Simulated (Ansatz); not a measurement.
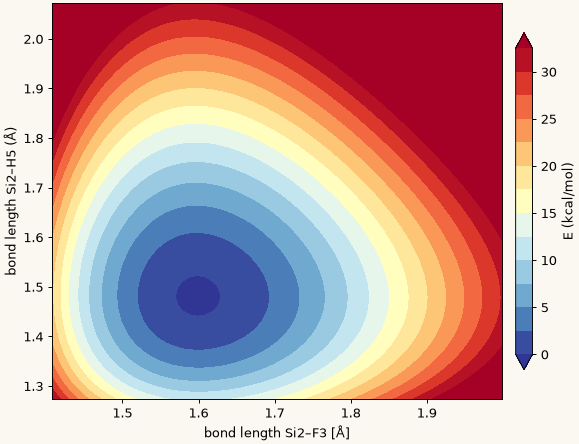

Energy landscape of ClFHOSi, SMILES [O][SiH](F)Cl, spin multiplicity 2. First axis: bond length Si2–F3. Second axis: bond length Si2–H5. Nothing is relaxed (all other coordinates rigid). The grid has 9 × 9 points. Energies: kcal/mol, counted from the lowest grid point. Computed with UKS PBE-D4/def2-TZVP in Ansatz.

In the figure: filled contours, one colour for all values above the top of the scale. Between grid points the surface is interpolated. 

Q: Describe this landscape.

A: The lowest grid point is at bond length Si2–F3 = 1.629 Å, bond length Si2–H5 = 1.473 Å. It is the only kind of minimum in the scanned range. The highest grid point, bond length Si2–F3 = 1.999 Å, bond length Si2–H5 = 2.072 Å, lies 63.0 kcal/mol above the lowest. Round the minimum the two coordinates are nearly uncoupled.

The values on the grid:

| bond length Si2–H5 ↓, bond length Si2–F3 → | 1.407 | 1.481 | 1.555 | 1.629 | 1.703 | 1.777 | 1.851 | 1.925 | 1.999 |
| --- | --- | --- | --- | --- | --- | --- | --- | --- | --- |
| 2.072 | 52.1 | 38.5 | 32.9 | 32.7 | 35.9 | 41.3 | 47.9 | 55.3 | 63.0 |
| 1.972 | 45.0 | 31.3 | 25.7 | 25.5 | 28.7 | 34.0 | 40.7 | 48.1 | 55.8 |
| 1.872 | 38.0 | 24.2 | 18.6 | 18.3 | 21.5 | 26.8 | 33.5 | 40.9 | 48.7 |
| 1.773 | 31.5 | 17.7 | 12.0 | 11.7 | 14.8 | 20.2 | 26.8 | 34.3 | 42.0 |
| 1.673 | 25.8 | 11.9 | 6.2 | 5.8 | 8.9 | 14.2 | 20.9 | 28.3 | 36.1 |
| 1.573 | 21.8 | 7.8 | 2.0 | 1.5 | 4.6 | 9.9 | 16.6 | 24.0 | 31.8 |
| 1.473 | 20.4 | 6.4 | 0.5 | 0.0 | 3.0 | 8.3 | 15.0 | 22.4 | 30.2 |
| 1.373 | 23.4 | 9.2 | 3.3 | 2.8 | 5.8 | 11.0 | 17.7 | 25.1 | 32.8 |
| 1.273 | 33.0 | 18.8 | 12.8 | 12.2 | 15.2 | 20.4 | 27.0 | 34.4 | 42.2 |

Each point was launched as `ansatz run input.yaml --threads 1 --pin off --max-ram 2560MiB --backend cpu --events-out ev --progress --plain --runs-dir out`. Time for the 81 points that were run: 13 min on 1 thread of Arm Neoverse V2, on a shared host.
